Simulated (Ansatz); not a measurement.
**Profile along the C–Ta line in TaC (rock salt)**

TaC (rock salt)

```xyz
2
Lattice="0.0000 2.2379 2.2379 2.2379 0.0000 2.2379 2.2379 2.2379 0.0000" Properties=species:S:1:pos:R:3 pbc="T T T"
C      0.0000     0.0000     0.0000
Ta     2.2379     2.2379     2.2379
```

Fields along a shortest C–Ta line of a {110} plane (2.24 Å), from C to Ta, interpolated on the slice's grid (step about 0.2 Å). Calculation: PBE (plane waves to 420 eV, PAW, scalar-relativistic; Ansatz, an electronic-structure program). k mesh 18×18×18. Near the nuclei the fields are pseudised (PAW); where an atom keeps semicore shells as valence, they peak there. Spin-orbit coupling is left out, though Ta is heavy. TaC is run without spin polarisation. TaC was relaxed with its symmetry unable to fall. The PAW data are Ansatz's earlier set.

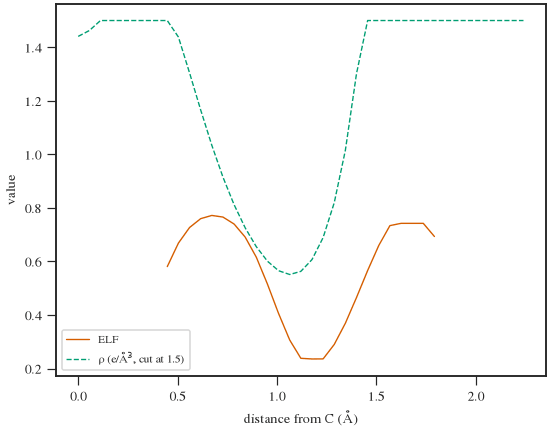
ELF (away from the nuclei) and valence density from C to Ta.

Density on the C–Ta line (2.24 Å) at its density minimum, 1.1 Å from C: 0.55 e/Å³. ELF at that point: 0.3.
